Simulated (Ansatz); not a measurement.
Formation energies in the Rh–Zr system, lowest calculated structure of each composition. All values below come from PBEsol (plane waves to 420 eV, PAW, scalar-relativistic; Ansatz, an electronic-structure program). Element references, the lowest calculated here: Rh (Fm-3m), Zr (P6/mmm, not the ambient form).

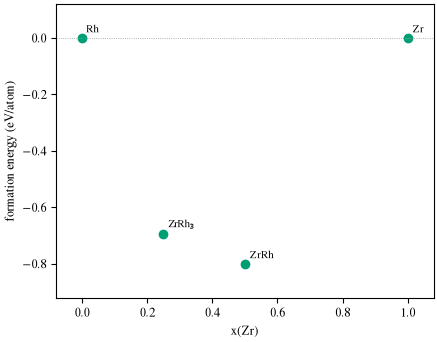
Fig. 1. Formation energy against composition

Problem. Which compounds are stable against decomposition?

Solution. On the hull: ZrRh, ZrRh3.

```
phase  x(Zr)  space group  E_f (eV/atom)  above hull (eV/atom)
-----  -----  -----------  -------------  --------------------
Rh     0.000        Fm-3m           0.00                  0.00
ZrRh3  0.250        Pm-3m          -0.69                  0.00
ZrRh   0.500         Pnma          -0.80                  0.00
Zr     1.000       P6/mmm           0.00                  0.00
```

Problem. Work out the energy of ZrRh3 against the hull of the other phases.

Solution. At x(Zr) = 0.250 the tie line joins Rh and ZrRh; the lever rule gives atom fractions 0.50 and 0.50. The mixture has E_f = 0.50 × (0.00) + 0.50 × (-0.80) = -0.40 eV/atom, and ZrRh3 has -0.69. So ZrRh3 → 2 Rh + ZrRh costs 0.29 eV/atom: ZrRh3 is stable against it.

This is the hull of the energies calculated here, no anion corrections; phases that were not calculated are missing from it. Values are rounded to 0.01 eV/atom. The compounds carry no spin polarisation.
